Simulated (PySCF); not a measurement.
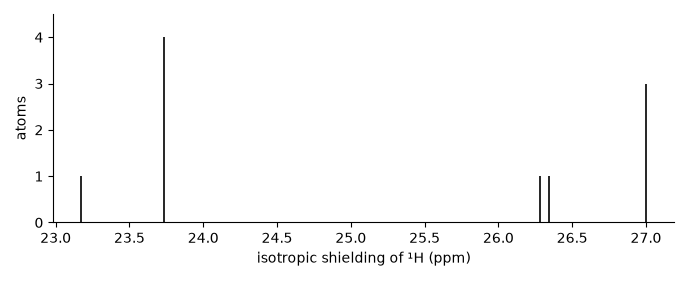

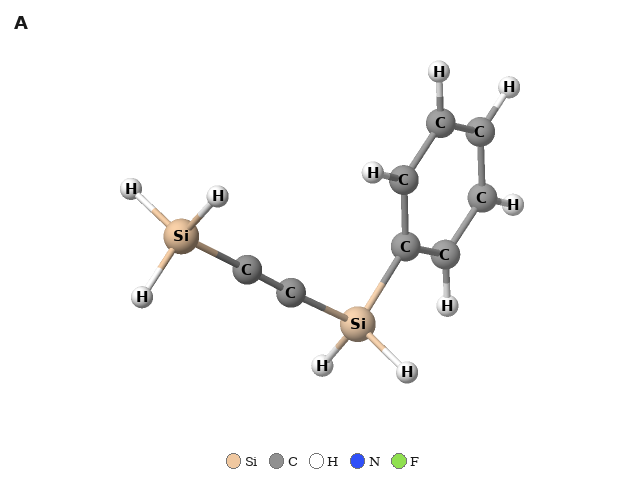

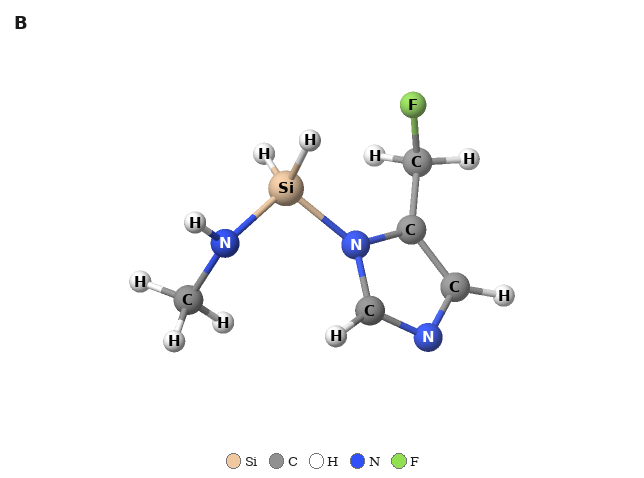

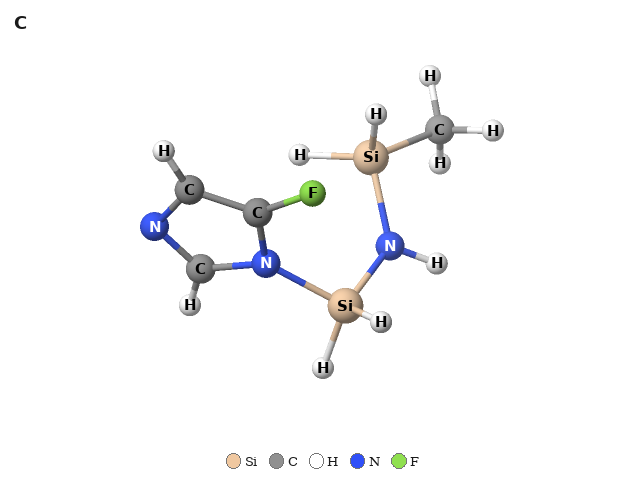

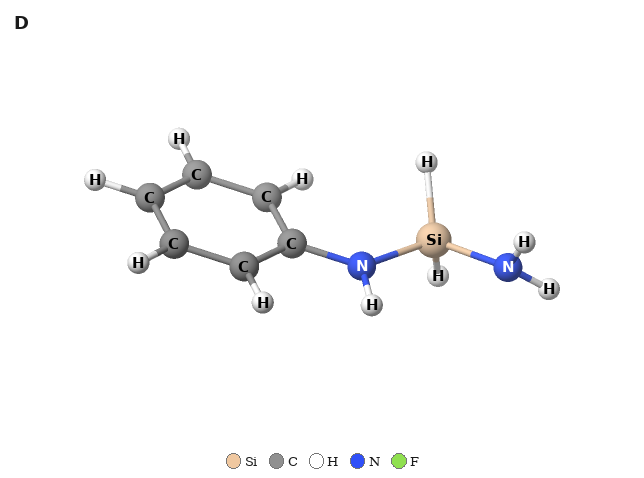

The sticks are computed shieldings of one of the molecules, for one fixed geometry (PBE0-D3(BJ)/def2-SVP) without averaging over rotations. Low shielding means a high chemical shift. Method: GIAO PBE0/pcSseg-1 NMR shielding, non-relativistic, gas phase (PySCF 2.14.0).

**Which molecule gives this pattern?**

A, `[SiH3]C#C[SiH2]c1ccccc1`. Its 10 H atoms give lines at 23.17, 23.73 (4 atoms), 26.28, 26.34, 27.00 (3 atoms) ppm.

The geometry is semi-empirical. Around Si such bond lengths and angles can be off by a tenth of an ångström or more and by several degrees, and values that hang on the shape move with them.
